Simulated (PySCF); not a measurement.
Cd(OMe)(SMe), SMILES C[S][Cd][O]C (C2H6CdOS), singlet, PBE0/def2-SVP optimised geometry. Atoms within 1.6 Å of the plane z = 0.0 Å (x, y, z in Å): Cd1 (-0.75, 0.89, 0.00), O2 (1.22, 0.89, 0.00), C3 (2.01, -0.21, 0.32), H4 (1.90, -1.07, -0.37), H5 (3.08, 0.09, 0.27), H6 (1.85, -0.60, 1.35), S7 (-3.08, 1.07, 0.00).

Method: PBE0/def2-TZVP, def2 effective core potentials past Kr (PySCF). The core electrons that the potentials of Cd replace are not part of the density. Cells within 0.4 Å of a nucleus heavier than hydrogen are left out (blank, or x).

Map of the LUMO amplitude (bohr^(-3/2)) on the plane z = 0.0 Å; orbital energy -1.34 eV, overall sign arbitrary:

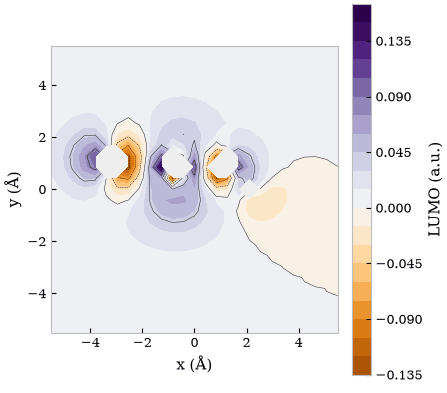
Figure: LUMO amplitude (bohr^(-3/2)) on the plane z = 0.0 Å.
